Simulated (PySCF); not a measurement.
## A study: CH4Si, SMILES `C=[SiH2]`

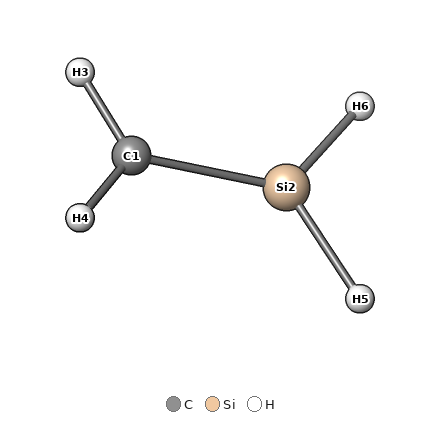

The molecule, with its atoms numbered as below. No frequency check shows the geometry to be a minimum.

Geometry (Å), atoms numbered from 1:

```
C1       1.1858    0.0000    0.0000
Si2     -0.5618    0.0000    0.0000
H3       1.7652   -0.9077    0.0000
H4       1.7652    0.9077    0.0000
H5      -1.3902    1.2002    0.0000
H6      -1.3903   -1.2002    0.0000
```

### 1. Bonding charge

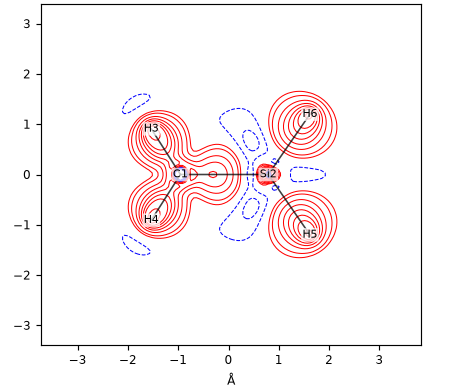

Deformation density (molecule less spherical, spin-averaged free atoms) in the molecular plane; contours at ±0.05 to ±0.8 e/Å³; solid red lines: gain, dashed blue lines: loss.

Method: B3LYP/6-311G**; geometry: GFN2-xTB; program: PySCF.

Question: Describe the bonding that the map shows.

Answer: C1–H4 and C1–H3: +0.69 e/Å³ at the bond critical point (bond length 1.08 Å, Mayer order 1.0). Si2–H5 and Si2–H6: +0.21 e/Å³ at the bond critical point (bond length 1.46 Å, Mayer order 0.9). C1–Si2: +0.20 e/Å³ at the bond critical point (bond length 1.75 Å, Mayer order 1.9). In all, 1.4 electrons gather in the regions of gain relative to the promolecule.

Question: Where do the Hirshfeld charges lie?

Answer: The highest Hirshfeld charge is on Si2 (+0.30 e), the lowest on C1 (−0.24 e).

### 2. Bond critical points

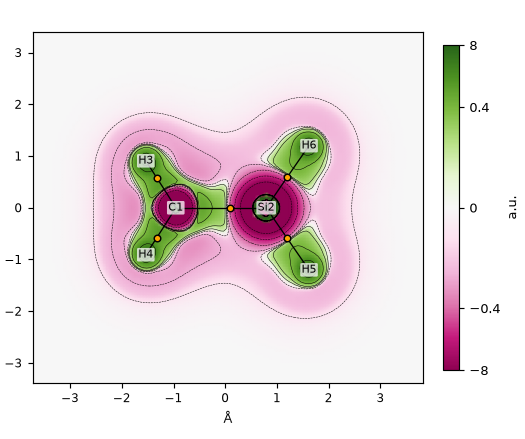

Negative Laplacian of the density (−∇²ρ) in the molecular plane (green positive, pink negative, colour scale in a.u., logarithmic beyond ±0.04), with bond paths and bond critical points (dots).

Question: Sort the bonds in the plane by the sign of ∇²ρ at their critical points.

Answer: Concentrated (∇²ρ < 0): C1–H4 and C1–H3 (−0.93 a.u.). Depleted (∇²ρ > 0): C1–Si2 (+0.44 a.u., H = −0.082); Si2–H5 and Si2–H6 (+0.25 a.u., H = −0.077). A positive Laplacian with clearly negative H marks a strongly polar covalent bond, whose critical point lies close to the core of the less electronegative atom.

Question: Where along C1–H4 does the critical point lie?

Answer: 0.69 Å from C1 and 0.39 Å from H4.

### 3. Local ionisation energy

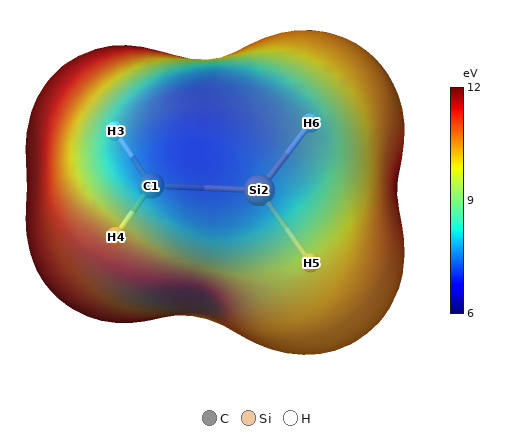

Average local ionisation energy on the surface of electron density 0.001 a.u.

Question: Locate the minima of the map.

Answer: The lowest value is 6.9 eV, off the molecular plane, over C1 (2.4 Å), and at like points elsewhere. For comparison, the highest occupied orbital lies at −6.3 eV.

Question: What volume does the surface enclose, and what is the dipole moment?

Answer: About 81 Å³; the dipole moment is 0.6 D.

### 4. Removing or adding an electron

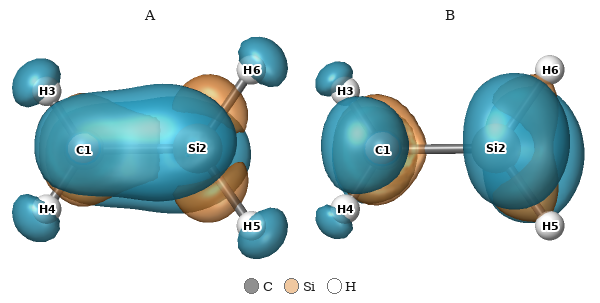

The two Fukui functions at ±0.03 e/Å³ (light blue positive, orange negative).

Computed with PySCF, TPSSh/cc-pVDZ, geometry: GFN2-xTB.

Question: Which panel is f⁻ (electron removed) and which f⁺ (electron added)?

Answer: A is f⁻, B is f⁺. f⁻ (Hirshfeld-condensed) is largest on Si2 (0.46); the vertical ionisation energy is 8.61 eV. f⁺ (Hirshfeld-condensed) is largest on Si2 (0.50); the vertical electron affinity is −1.02 eV (the stability of the anion's solution wasn't checked; negative, but this basis has no diffuse functions, so it doesn't show that the anion is unbound).

Question: What chemical potential and hardness follow from the two energies?

Answer: μ = −(I + A)/2 = −3.79 eV and η = I − A = 9.63 eV.

### 5. Localised orbitals

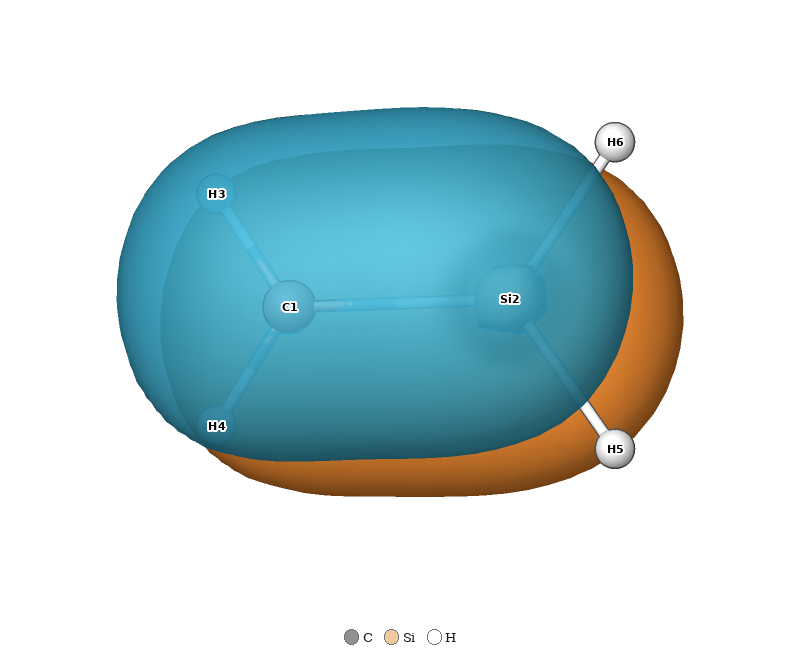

Intrinsic bond orbitals (IBO), occupied; each surface holds about 85 % of the orbital's density. Energies are diagonal elements of the Fock matrix.

Computed with PySCF, PBE0/cc-pVTZ, geometry: GFN2-xTB.

Question: What does this orbital represent?

Answer: π bond C1–Si2 (C1 57 %, Si2 43 %; −6.5 eV).

Question: How do all the valence pairs divide up?

Answer: 6 pairs: 5 σ bonds and 1 two-centre π bond.

The PySCF runs shown took 6 s, 87 s and 8.9 s on 1 thread of Arm Neoverse V1 (shared host).
